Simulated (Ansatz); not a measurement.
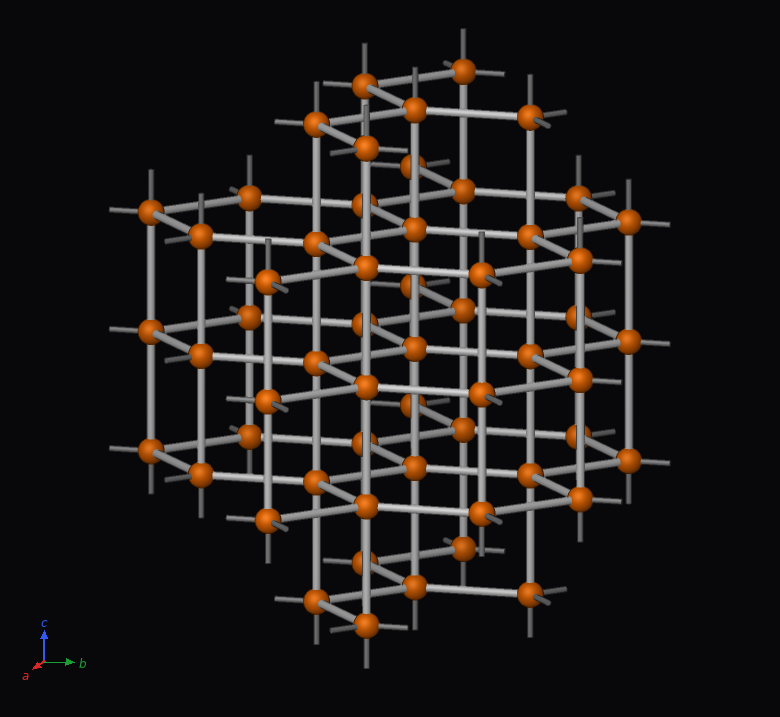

A cut-out of a periodic net derived from a crystal structure. Nodes are coloured by topological kind. Short stubs are edges that leave the cut-out.

### What net is this?

A uninodal 5-connected, three-periodic net. It is the bnn net, known from eclipsed honeycomb layers linked along c.

### Give point symbol and coordination sequence.

4^6.6^4, sequence 5, 14, 29, 50, 77, 110.

Origin of the net. LiSn2 (space group Cmmm, No. 65). Coordinates: the end point of a relaxation with DFT PBE, scalar-relativistic, plane waves, PAW (Ansatz); the starting structure was generated, so it need not be a known form of this composition. Bonds are taken as Sn–Sn below 3.6 Å; Li is left out of the net, as the electropositive filling of the structure; no other contact counts. The graph is simplified in the usual way: terminal and isolated atoms are pruned, two-connected atoms become edges. Sn is a 5-connected node.
